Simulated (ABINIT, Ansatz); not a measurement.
## SiC (P6_3mc): one start, several treatments of the self-energy

Aim: compare treatments of exchange, screening and correlation for the gap of SiC (P6_3mc).

Program: ABINIT 10.8.3. Level of theory: PBE and many-body steps on it, plane waves. Results are calculated unless marked as measured.

**What was measured.**

- Gap 3.03 eV: indirect gap, experimental literature value; quoted from earlier experiment; bulk crystal (quoted in “Charge spill-out and work function of few-layer graphene on SiC(0001)”, 2018, arxiv:1806.04908).

- Gap 3.02 eV: band gap at cryogenic temperature; bulk crystal (literature value) (quoted in “Silicon carbide diodes for neutron detection”, 2020, arxiv:2009.14696).

- Gap 3 eV: optical absorption onset, approximate; UV-Vis-NIR transmission; bulk crystal (400 micron semi-insulating 6H-SiC wafer) (“Effects of energetic ion irradiation on WSe2/SiC heterostructures”, 2017, pmc:5482891).

## Step 1: The structure

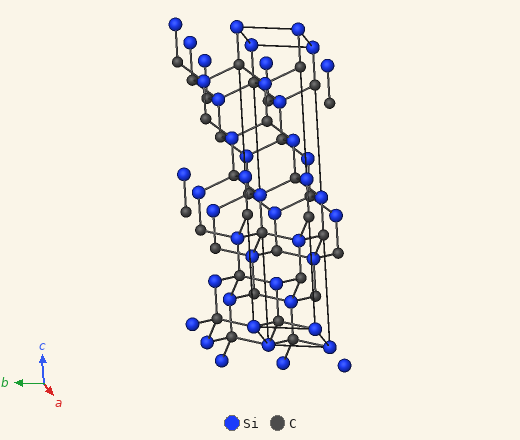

The cell as given, from a free direction (silicon blue, carbon dark grey). 2×2×1 cells are drawn. Bonds to atoms that aren't drawn are left out. Some periodic images of atoms are drawn too.

The cell and positions are those that the Materials Project relaxed with its own functionals (PBE, PBE+U or r2SCAN), kept fixed.

## Step 2: Empty states on the mesh, 6×6×1 mesh, 898 bands

This step: ABINIT 10.8.3; DFT, PBE, plane waves, norm-conserving pseudopotentials.

The sums over transitions need many empty states on a uniform mesh; this step solves for them.

The input, run.abi:

```
acell 3*1.0 Angstrom
rprim 
  3.076621010229 -0.000000000007 0.000000000000
  -1.538310505109 2.664431952678 0.000000000000
  0.000000000000 0.000000000000 15.098084320000
ntypat 2
znucl 14 6
natom 12
typat 1 1 1 1 1 1 2 2 2 2 2 2
xred 
  0.333333333333 0.666666666667 0.832986150000
  0.666666666667 0.333333333333 0.332986150000
  0.666666666667 0.333333333333 0.666500600000
  0.333333333333 0.666666666667 0.166500600000
  0.000000000000 0.000000000000 0.499729420000
  0.000000000000 0.000000000000 0.999729420000
  0.000000000000 0.000000000000 0.874366410000
  0.000000000000 0.000000000000 0.374366410000
  0.333333333333 0.666666666667 0.707996780000
  0.666666666667 0.333333333333 0.207996780000
  0.666666666667 0.333333333333 0.541521640000
  0.333333333333 0.666666666667 0.041521640000
pp_dirpath "pseudos"
pseudos "Si.upf, C.upf"
ecut 37
ngkpt 6 6 1
nshiftk 1
shiftk 0 0 0
kptopt 1
chksymbreak 0
iscf -2
irdden 1
istwfk *1
nband 898
nbdbuf 80
tolwfr 1e-09
nstep 60
prtvol 0
indata_prefix "in"
outdata_prefix "out"
tmpdata_prefix "tmp"
```

Launch:

```
OMP_NUM_THREADS=1 mpirun -n 16 abinit run.abi > log
```

Numbers of over 12 decimals in the logs are rounded to 6 here.

The log of the run:

```text
.Version 10.8.3 of ABINIT. v10.8.2 released Aug 2026.

 Symmetries : space group P6_3 m c (#186); Bravais hP (primitive hexag.)
[... echo of the input left out ...]
== DATASET  1 ==================================================================
-   mpi_nproc: 16, omp_nthreads: 1 (-1 if OMP is not activated)
-    --> not optimal distribution: autoparal keyword recommended in input file <--

--- !DatasetInfo
iteration_state: {dtset: 1, }
dimensions: {natom: 12, nkpt: 7, mband: 898, nsppol: 1, nspinor: 1, nspden: 1, mpw: 9054, }
cutoff_energies: {ecut:  37.0, pawecutdg:  -1.0, }
[...]
7.32284    7.32296    7.34936    7.35951    7.36509    7.36592    7.38991    7.39335
   7.40015    7.40174    7.40942    7.41539    7.43007    7.43567    7.43975    7.44490
   7.44878    7.45791
 prteigrs : prtvol=0 or 1, do not print more k-points.

== END DATASET(S) ==============================================================
================================================================================

 -outvars: echo values of variables after computation  --------
            nband         898
             nkpt           7
          spgroup         186
 [... the other variables as echoed above ...]

 Calculation completed.
```

It took 21 min on 16 MPI ranks of AMD EPYC 7R43, shared host; peak memory 2.5 GiB; 5.7 h of CPU time.

Numbers from this step:

```yaml
gap: 2.027 eV
k_of_the_valence_top: 0, 0, 0
k_of_the_conduction_bottom: 0.5, 0, 0
least_direct_gap: 3.130 eV
k_points_computed: 7
lowest_point_of_the_top_converged_band_above_the_valence_top: 181.4774 eV
```

On this mesh the gap is 2.027 eV.

The density comes from a self-consistent run that is not shown.

## Step 3: Screening, 6×6×1 mesh, 348 bands, screening to 176.9 eV

The RPA dielectric matrix is built and inverted for each q.

This step: RPA screening on PBE, plane waves, norm-conserving pseudopotentials.

run.abi, as its differences from that of step 2:

```diff
@@ -30,10 +30,11 @@
 chksymbreak 0
-iscf -2
-irdden 1
 istwfk *1
-nband 898
-nbdbuf 80
-tolwfr 1e-09
-nstep 60
-prtvol 0
+occopt 1
+irdwfk 1
+optdriver 3
+nband 348
+ecuteps 6.5
+inclvkb 2
+awtr 1
+symchi 1
 indata_prefix "in"
```

The log of the run:

```text
.Version 10.8.3 of ABINIT. v10.8.2 released Aug 2026.

 Symmetries : space group P6_3 m c (#186); Bravais hP (primitive hexag.)
[... echo of the input left out ...]
== DATASET  1 ==================================================================
-   mpi_nproc: 16, omp_nthreads: 1 (-1 if OMP is not activated)

--- !DatasetInfo
iteration_state: {dtset: 1, }
dimensions: {natom: 12, nkpt: 7, mband: 348, nsppol: 1, nspinor: 1, nspden: 1, mpw: 9054, }
cutoff_energies: {ecut:  37.0, pawecutdg:  -1.0, }
electrons: {nelect:   4.80000000E+01, charge:   0.00000000E+00, occopt:   1.00000000E+00, tsmear:   1.00000000E-02, }

 SCREENING: Calculation of the susceptibility and dielectric matrices

 Based on a program developped by R.W. Godby, V. Olevano, G. Onida, and L. Reining.
 Incorporated in ABINIT by V. Olevano, G.-M. Rignanese, and M. Torrent.
.Using double precision arithmetic ; gwpc =  8

[... cell and pseudopotentials left out ...]
--------------------------------------------------------------------------------

 ==== K-mesh for the wavefunctions ====
 Number of points in the irreducible wedge :     7
[... list of points left out ...]
 Together with 12 symmetry operations and time-reversal symmetry
 yields    36 points in the full Brillouin Zone.

 ==== Q-mesh for the screening function ====
 Number of points in the irreducible wedge :     7
[... list of points left out ...]
 Together with 12 symmetry operations and time-reversal symmetry
 yields    36 points in the full Brillouin Zone.

 setmesh: FFT mesh size selected  =    20x   20x  120
          total number of points  =        48000

 vcoul_init : cutoff-mode = AUXILIARY_FUNCTION
 q-points for optical limit:   1
     1)      0.000010    0.000020    0.000030

- screening: taking advantage of time-reversal symmetry
- Maximum band index for partially occupied states nbvw = 24
- Remaining bands to be divided among processors   nbcw = 324
- Number of bands treated by each node ~20

 Number of electrons calculated from density =   48.0000; Expected =   48.0000
 average of density, n =  0.057470
 r_s =    1.6075
 omega_plasma =   23.1248 [eV]

 calculating chi0 at frequencies [eV] :
  1    0.000000E+00    0.000000E+00
  2    0.000000E+00    2.312478E+01

--------------------------------------------------------------------------------
  q-point number  1        q = ( 0.000000, 0.000000, 0.000000) [r.l.u.]
--------------------------------------------------------------------------------
[... chi0 elements left out ...]
 For q-point:  0.000010 0.000020 0.000030
  dielectric constant =   6.9587
  dielectric constant without local fields =   7.6139

  Average fulfillment of the sum rule on Im[epsilon] for q-point    1 :     91.26  [%]
[... wings left out ...]
  q-point number  2        q = ( 0.166667, 0.000000, 0.000000) [r.l.u.]
--------------------------------------------------------------------------------
[... chi0 elements left out ...]
  Average fulfillment of the sum rule on Im[epsilon] for q-point    2 :     91.36  [%]

 [... 5 further q-points ...]
```

Wall time 2 min (16 MPI ranks); peak memory 7.5 GiB; 31 min of CPU time.

Numbers from this step:

```
ε∞ with local fields, on this mesh, along the program's q direction : 6.959
the same without local fields                                       : 7.614
plasma frequency                                                    : 23.12 eV
plane waves in the screening matrix                                 : 675
```

Local fields lower ε∞ by 9 %. On a Γ-centred mesh this coarse the value itself is usually too large, while a short band sum pulls it down.

## Step 4: G0W0, Godby-Needs plasmon pole

The self-energy is evaluated for the states that the input lists, and the levels follow from it, in one-shot runs by the linearised quasiparticle equation.

This step: G0W0 on PBE, plane waves, norm-conserving pseudopotentials.

run.abi, as its differences from that of step 3:

```diff
@@ -33,8 +33,17 @@
 irdwfk 1
-optdriver 3
+optdriver 4
 nband 348
+gwcalctyp 0
+ecutsigx 37
+symsigma 1
+nkptgw 2
+kptgw 
+  0.0000000000 0.0000000000 0.0000000000
+  0.5000000000 0.0000000000 0.0000000000
+bdgw 
+  23 26
+  23 26
 ecuteps 6.5
-inclvkb 2
-awtr 1
-symchi 1
+irdscr 1
+ppmodel 1
 indata_prefix "in"
```

The log of the run:

```text
.Version 10.8.3 of ABINIT. v10.8.2 released Aug 2026.

 Symmetries : space group P6_3 m c (#186); Bravais hP (primitive hexag.)
[... echo of the input left out ...]
== DATASET  1 ==================================================================
-   mpi_nproc: 16, omp_nthreads: 1 (-1 if OMP is not activated)

--- !DatasetInfo
iteration_state: {dtset: 1, }
dimensions: {natom: 12, nkpt: 7, mband: 348, nsppol: 1, nspinor: 1, nspden: 1, mpw: 9054, }
cutoff_energies: {ecut:  37.0, pawecutdg:  -1.0, }
electrons: {nelect:   4.80000000E+01, charge:   0.00000000E+00, occopt:   1.00000000E+00, tsmear:   1.00000000E-02, }

 SIGMA: Calculation of the GW corrections

 Based on a program developped by R.W. Godby, V. Olevano, G. Onida, and L. Reining.
 Incorporated in ABINIT by V. Olevano, G.-M. Rignanese, and M. Torrent.
.Using double precision arithmetic ; gwpc =  8

[... cell and pseudopotentials left out ...]
--------------------------------------------------------------------------------

 ==== K-mesh for the wavefunctions ====
 Number of points in the irreducible wedge :     7
[... list of points left out ...]
 Together with 12 symmetry operations and time-reversal symmetry
 yields    36 points in the full Brillouin Zone.

 ==== Q-mesh for screening function ====
 Number of points in the irreducible wedge :     7
[... list of points left out ...]
 Together with 12 symmetry operations and time-reversal symmetry
 yields    36 points in the full Brillouin Zone.

 vcoul_init : cutoff-mode = AUXILIARY_FUNCTION
 q-points for optical limit:   1
     1)      0.000010    0.000020    0.000030
 setmesh: FFT mesh size selected  =    27x   27x  160
          total number of points  =       116640

 Number of electrons calculated from density =   48.0000; Expected =   48.0000
 average of density, n =  0.057470
 r_s =    1.6075
 omega_plasma =   23.1248 [eV]

 === KS Band Gaps ===
  >>>> For spin  1
   Minimum direct gap =   3.1302 [eV], located at k-point      :   0.5000  0.0000  0.0000
   Fundamental gap    =   2.0267 [eV], Top of valence bands at :   0.0000  0.0000  0.0000
                                       Bottom of conduction at :   0.5000  0.0000  0.0000
 SIGMA fundamental parameters:
 PLASMON POLE MODEL  1
 number of plane-waves for SigmaX                 8941
 number of plane-waves for SigmaC and W            675
 number of plane-waves for wavefunctions          8941
 number of bands                                   348
 number of independent spin polarizations            1
 number of spinorial components                      1
 number of k-points in IBZ                           7
 number of q-points in IBZ                           7
 number of symmetry operations                      12
 number of k-points in BZ                           36
 number of q-points in BZ                           36
 number of frequencies for dSigma/dE                 9
 frequency step for dSigma/dE [eV]                0.25
 number of omega for Sigma on real axis              0
 max omega for Sigma on real axis  [eV]           0.00
 zcut for avoiding poles [eV]                     0.10

 EPSILON^-1 parameters (SCR file):
 dimension of the eps^-1 matrix on file            675
 dimension of the eps^-1 matrix used               675
 number of plane-waves for wavefunctions          8941
 number of bands                                   348
 number of q-points in IBZ                           7
 number of frequencies                               2
 number of real frequencies                          1
 number of imag frequencies                          1

 matrix elements of self-energy operator (all in [eV])

 Perturbative Calculation

--- !SelfEnergy_ee
iteration_state: {dtset: 1, }
kpoint     : [   0.000,    0.000,    0.000, ]
spin       : 1
KS_gap     :    5.203
QP_gap     :    6.066
Delta_QP_KS:    0.864
data: !SigmaeeData |
     Band     E0 <VxcDFT>   SigX SigC(E0)      Z dSigC/dE  Sig(E)    E-E0       E
       23   6.915 -14.969 -17.624   2.118   0.793  -0.261 -15.395  -0.426   6.489
       24   6.915 -14.969 -17.624   2.118   0.793  -0.261 -15.395  -0.426   6.489
       25  12.118 -12.157  -6.935  -4.680   0.806  -0.241 -11.720   0.438  12.555
       26  12.288 -12.102  -6.844  -4.723   0.805  -0.242 -11.671   0.431  12.719

--- !SelfEnergy_ee
iteration_state: {dtset: 1, }
kpoint     : [   0.500,    0.000,    0.000, ]
spin       : 1
KS_gap     :    3.130
QP_gap     :    3.960
Delta_QP_KS:    0.830
data: !SigmaeeData |
     Band     E0 <VxcDFT>   SigX SigC(E0)      Z dSigC/dE  Sig(E)    E-E0       E
       23   5.248 -13.924 -17.012   2.318   0.791  -0.264 -14.533  -0.609   4.640
       24   5.811 -14.516 -17.634   2.396   0.790  -0.266 -15.087  -0.571   5.241
       25   8.942 -10.944  -6.767  -3.860   0.817  -0.224 -10.685   0.259   9.201
       26   9.134 -10.790  -6.503  -3.970   0.818  -0.222 -10.530   0.260   9.394

== END DATASET(S) ==============================================================
================================================================================

 -outvars: echo values of variables after computation  --------
           etotal      0.0000000000E+00
            nband         348
             nkpt           7
          spgroup         186
 [... the other variables as echoed above ...]

 Calculation completed.
```

Run time: 42 s. Hardware: 16 MPI ranks; peak memory 7.1 GiB; 11 min of CPU time.

Numbers from this step:

```yaml
g0w0_gap_on_the_points_computed: 2.712 eV
starting_gap_on_the_mesh: 2.027 eV
k_of_the_valence_top: 0, 0, 0
k_of_the_conduction_bottom: 0.5, 0, 0
z_at_the_valence_top: 0.793
z_at_the_conduction_bottom: 0.817
least_direct_g0w0_gap_on_the_computed_points: 3.960 eV
```

The gap on the mesh goes from 2.03 eV to 2.71 eV, a correction of +0.69 eV.

## Step 5: G0W0, Hybertsen-Louie plasmon pole

run.abi, as its differences from that of step 4:

```diff
@@ -47,3 +47,3 @@
 irdscr 1
-ppmodel 1
+ppmodel 2
 indata_prefix "in"
```

The log of the run:

```text
.Version 10.8.3 of ABINIT. v10.8.2 released Aug 2026.

 Symmetries : space group P6_3 m c (#186); Bravais hP (primitive hexag.)
[... echo of the input left out ...]
== DATASET  1 ==================================================================
-   mpi_nproc: 16, omp_nthreads: 1 (-1 if OMP is not activated)

--- !DatasetInfo
iteration_state: {dtset: 1, }
dimensions: {natom: 12, nkpt: 7, mband: 348, nsppol: 1, nspinor: 1, nspden: 1, mpw: 9054, }
cutoff_energies: {ecut:  37.0, pawecutdg:  -1.0, }
electrons: {nelect:   4.80000000E+01, charge:   0.00000000E+00, occopt:   1.00000000E+00, tsmear:   1.00000000E-02, }

 SIGMA: Calculation of the GW corrections

 Based on a program developped by R.W. Godby, V. Olevano, G. Onida, and L. Reining.
 Incorporated in ABINIT by V. Olevano, G.-M. Rignanese, and M. Torrent.
.Using double precision arithmetic ; gwpc =  8

[... cell and pseudopotentials left out ...]
--------------------------------------------------------------------------------

 ==== K-mesh for the wavefunctions ====
 Number of points in the irreducible wedge :     7
[... list of points left out ...]
 Together with 12 symmetry operations and time-reversal symmetry
 yields    36 points in the full Brillouin Zone.

 ==== Q-mesh for screening function ====
 Number of points in the irreducible wedge :     7
[... list of points left out ...]
 Together with 12 symmetry operations and time-reversal symmetry
 yields    36 points in the full Brillouin Zone.

 vcoul_init : cutoff-mode = AUXILIARY_FUNCTION
 q-points for optical limit:   1
     1)      0.000010    0.000020    0.000030
 setmesh: FFT mesh size selected  =    27x   27x  160
          total number of points  =       116640

 Number of electrons calculated from density =   48.0000; Expected =   48.0000
[...]
number of omega for Sigma on real axis              0
 max omega for Sigma on real axis  [eV]           0.00
 zcut for avoiding poles [eV]                     0.10

 EPSILON^-1 parameters (SCR file):
 dimension of the eps^-1 matrix on file            675
 dimension of the eps^-1 matrix used               675
 number of plane-waves for wavefunctions          8941
 number of bands                                   348
 number of q-points in IBZ                           7
 number of frequencies                               2
 number of real frequencies                          1
 number of imag frequencies                          1

 matrix elements of self-energy operator (all in [eV])

 Perturbative Calculation

--- !SelfEnergy_ee
iteration_state: {dtset: 1, }
kpoint     : [   0.000,    0.000,    0.000, ]
spin       : 1
KS_gap     :    5.203
QP_gap     :    6.145
Delta_QP_KS:    0.942
data: !SigmaeeData |
     Band     E0 <VxcDFT>   SigX SigC(E0)      Z dSigC/dE  Sig(E)    E-E0       E
       23   6.915 -14.969 -17.624   1.794   0.817  -0.224 -15.672  -0.703   6.212
       24   6.915 -14.969 -17.624   1.794   0.817  -0.224 -15.672  -0.703   6.212
       25  12.118 -12.157  -6.935  -4.934   0.828  -0.208 -11.918   0.239  12.357
[...]
--- !SelfEnergy_ee
iteration_state: {dtset: 1, }
kpoint     : [   0.500,    0.000,    0.000, ]
spin       : 1
KS_gap     :    3.130
QP_gap     :    4.036
Delta_QP_KS:    0.905
data: !SigmaeeData |
     Band     E0 <VxcDFT>   SigX SigC(E0)      Z dSigC/dE  Sig(E)    E-E0       E
[...]
25   8.942 -10.944  -6.767  -4.123   0.836  -0.196 -10.899   0.045   8.987
       26   9.134 -10.790  -6.503  -4.229   0.837  -0.195 -10.741   0.049   9.183

== END DATASET(S) ==============================================================
================================================================================

 -outvars: echo values of variables after computation  --------
           etotal      0.0000000000E+00
            nband         348
             nkpt           7
          spgroup         186
 [... the other variables as echoed above ...]

 Calculation completed.
```

It took 71 s on 16 MPI ranks; peak memory 6.4 GiB.

Numbers from this step:

| Property | Result |
| --- | --- |
| G0W0 gap on the points computed | 2.775 eV |
| starting gap on the mesh | 2.027 eV |
| k of the valence top | 0, 0, 0 |
| k of the conduction bottom | 0.5, 0, 0 |
| Z at the valence top | 0.817 |
| Z at the conduction bottom | 0.836 |
| least direct G0W0 gap on the computed points | 4.036 eV |

Against G0W0 in ABINIT (6×6×1 mesh, 348 bands, screening to 176.9 eV, Godby-Needs plasmon pole), the gap moves by +0.063 eV.

## Step 6: G0W0, von der Linden-Horsch plasmon pole

run.abi, as its differences from that of step 5:

```diff
@@ -47,3 +47,3 @@
 irdscr 1
-ppmodel 2
+ppmodel 3
 indata_prefix "in"
```

The log of the run:

```text
.Version 10.8.3 of ABINIT. v10.8.2 released Aug 2026.

 Symmetries : space group P6_3 m c (#186); Bravais hP (primitive hexag.)
[... echo of the input left out ...]
== DATASET  1 ==================================================================
-   mpi_nproc: 16, omp_nthreads: 1 (-1 if OMP is not activated)

--- !DatasetInfo
iteration_state: {dtset: 1, }
dimensions: {natom: 12, nkpt: 7, mband: 348, nsppol: 1, nspinor: 1, nspden: 1, mpw: 9054, }
cutoff_energies: {ecut:  37.0, pawecutdg:  -1.0, }
[...]
Band     E0 <VxcDFT>   SigX SigC(E0)      Z dSigC/dE  Sig(E)    E-E0       E
[...]
25   8.942 -10.944  -6.767  -4.230   0.843  -0.186 -10.989  -0.045   8.897
       26   9.134 -10.790  -6.503  -4.345   0.844  -0.185 -10.838  -0.049   9.085

== END DATASET(S) ==============================================================
================================================================================

 -outvars: echo values of variables after computation  --------
           etotal      0.0000000000E+00
            nband         348
             nkpt           7
          spgroup         186
 [... the other variables as echoed above ...]

 Calculation completed.
```

Elapsed: 52 s, on 16 MPI ranks; peak memory 5.5 GiB; 14 min of CPU time.

Numbers from this step:

* G0W0 gap on the points computed: 2.677 eV
* starting gap on the mesh: 2.027 eV
* k of the valence top: 0, 0, 0
* k of the conduction bottom: 0.5, 0, 0
* least direct G0W0 gap on the computed points: 3.956 eV

Against G0W0 in ABINIT (6×6×1 mesh, 348 bands, screening to 176.9 eV, Godby-Needs plasmon pole), the gap moves by −0.035 eV.

(Continued in part 2 of 2.)

[Paths, hosts, dates, memory and timing lines, banners, echoed tables and standing remarks are left out of the program output.]

[Logs are printed without paths, hosts, clocks, repeated set-up lines and the standing remarks that a program may print on its own settings, such as how far it seeks lower states.]

[Runs of the session that timed out or met a known fault of the program may be left out.]

[Hosts, paths, dates, database ids (printed as entryN), source tags and the programs' standing remarks are cut or masked in the printed files.]

[G0W0 gaps are taken among the corrected bands and points alone; a level outside them can change the order at an edge.]

[Where Ansatz stands beside ABINIT at settings called matched, ABINIT's density can come from a denser mesh and the files from another edition; pairs whose starting gaps differed by over 0.03 eV were left out, so agreement reads better than it is.]
